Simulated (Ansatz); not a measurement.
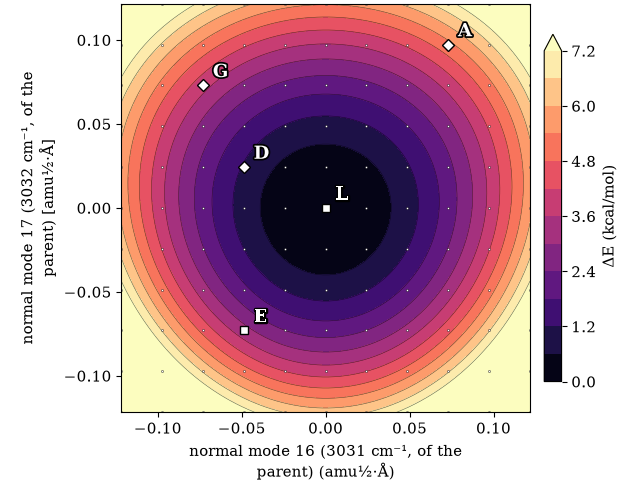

C₂H₆Hg, charge +1, spin multiplicity 2. 
- Coordinates scanned: (1) normal mode 16 (3031 cm⁻¹, of the parent); (2) normal mode 17 (3032 cm⁻¹, of the parent).
- Nothing is relaxed (straight displacements along the two mass-weighted modes).
- The grid has 11 × 11 points; 114 points were computed and 7 follow by symmetry.
- Points are written as (first, second).
- All energies are given in kcal/mol relative to the lowest grid point.
- Near the degeneracy a single determinant is a rough description.
- Theory: UKS B3LYP-D4/def2-SVP (Ansatz 0.2.0).

Drawn: filled contours, dots at the grid points, one colour for all values above the top of the scale, lettered points. Between grid points the surface is interpolated.

Is A the lowest point of the computed grid?

Answer. No. A lies 5.2 kcal/mol above the lowest grid point, which is at (0.000 amu½·Å, 0.000 amu½·Å).

What kind of point is each of A, D, E, G, L: minimum, saddle, maximum or slope?

Answer. A: on a slope; D: on a slope; E: on a slope; G: on a slope; L: minimum. (In these two coordinates alone; a stationary point may lie a little off the grid point.)

Rank the lettered points by energy, lowest first.

Answer. L (0.0 kcal/mol), D (1.1 kcal/mol), E (3.2 kcal/mol), G (3.8 kcal/mol), A (5.2 kcal/mol).
